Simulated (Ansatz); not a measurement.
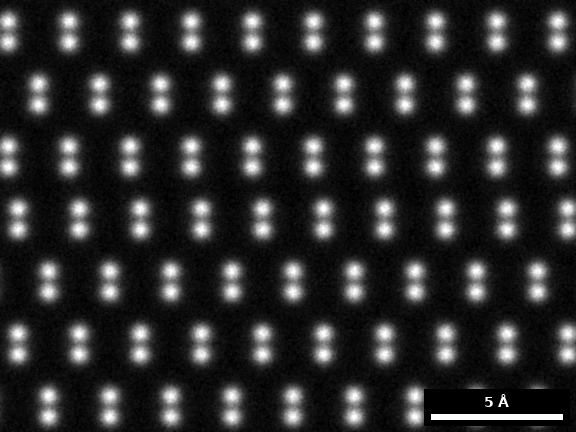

HAADF-like image of Tc (P6_3/mmc, No. 194) along [101]. The image is simulated as a sum over atoms of Z^1.6, blurred by a 0.50 Å probe (no channelling). The probe carries 25 % of its weight in a tail 2.5 times as wide. The display is stretched by a gamma of 0.8; percentages refer to the linear signal. Shot noise was added.

One planar defect was built into the perfect crystal by geometry alone, without relaxation. Host structure: the geometry given to an electronic-structure calculation, possibly off equilibrium.

Question: Where does the periodic pattern break, and how?

Answer: A planar fault (a stacking fault) runs horizontally about 7 Å below the top edge. The part above it is shifted along the boundary by 1/3 of the 2.33 Å repeat of the rows (0.8 Å to the right, the same as 1.6 Å to the left); both parts keep the same orientation.
